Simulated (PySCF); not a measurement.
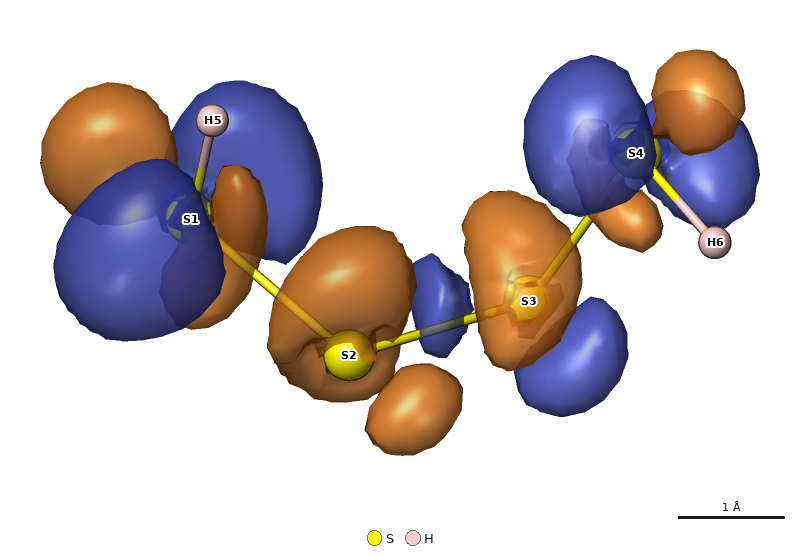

Figure. H2S4. Unrelaxed difference density of S₁ less the ground state (TDA singlet states), ±0.02 e/Å³; orange: gain, blue: loss.

Computed with PySCF, CAM-B3LYP/def2-SVPD, geometry: GFN2-xTB. No frequency check shows the geometry to be a minimum. GFN2-xTB bond lengths at metals and heavier atoms can be off by up to 0.1 Å and shapes distorted, which carries into these values.

Input

```python
import numpy as np
from pyscf import gto, scf, dft, tdscf
from pyscf.scf import atom_ks, atom_hf
from scipy.linalg import block_diag

def solve(mol, dm0=None, hcore=None):
    mf = (dft.UKS if mol.spin else dft.RKS)(mol, xc='camb3lyp')
    mf.grids.level = 3
    mf = mf.density_fit(auxbasis='def2-universal-jkfit')
    mf.conv_tol, mf.max_cycle = 1e-8, 80
    if hcore is not None:
        mf.get_hcore = lambda *args: hcore
    mf.kernel(dm0)
    if not mf.converged:
        mf = mf.newton().run(mf.mo_coeff, mf.mo_occ, max_cycle=30)
    assert mf.converged, 'SCF not converged'
    return mf

mol = gto.M(atom='''
S     -2.16942     0.61002    -0.25026
S     -0.84710    -0.71335     0.58431
S      0.85090    -0.72979    -0.57284
S      2.10545     0.72795     0.14601
H     -1.79155     1.69740     0.43459
H      2.75433    -0.01459     1.04987
''', basis='def2-svpd', charge=0, spin=0, verbose=4)
mf = solve(mol)
td = mf.TDA()
td.nstates, td.singlet, td.conv_tol = 6, True, 1e-5
td.kernel()
td.analyze()
x, y = np.array([p[0] for p in td.xy]), np.array([p[1] + 0 * p[0] for p in td.xy])
f, mu = td.oscillator_strength(), td.transition_dipole()
nto = [td.get_nto(state=i + 1, verbose=4) for i in range(len(td.e))]
# spherically averaged free atoms, for the promolecule
atm = atom_ks.get_atm_nrks(mol, xc='camb3lyp')
pro = block_diag(*[(atm[a[0]][2] * atm[a[0]][3]) @ atm[a[0]][2].T for a in mol._atom])
np.savez('result.npz', e=td.e, f=f, ok=td.converged, w=[n[0] for n in nto], nto=[n[1] for n in nto], x=x, y=y, c=mf.mo_coeff, occ=mf.mo_occ, eps=mf.mo_energy, pro=pro, mu=mu)
```

Launched as:

```sh
OMP_NUM_THREADS=1 python input.py
```

The run took 110 s on 1 thread of Intel(R) Xeon(R) Platinum 8488C (Sapphire Rapids), on a shared host, peak memory 0.66 GiB.

How does the charge move on excitation?

0.59 e is displaced in all, mostly between regions of the same atoms. The state: 4.78 eV (259 nm), f = 0.028; the leading pair carries 84 %; hole on S1 (46 %), S4 (22 %) and S3 (17 %), electron on S2 (30 %), S1 (29 %) and S3 (23 %) (shares are of the whole state, not of the leading pair alone); their centroids lie 0.3 Å apart; S₂ lies within 0.1 eV of it.
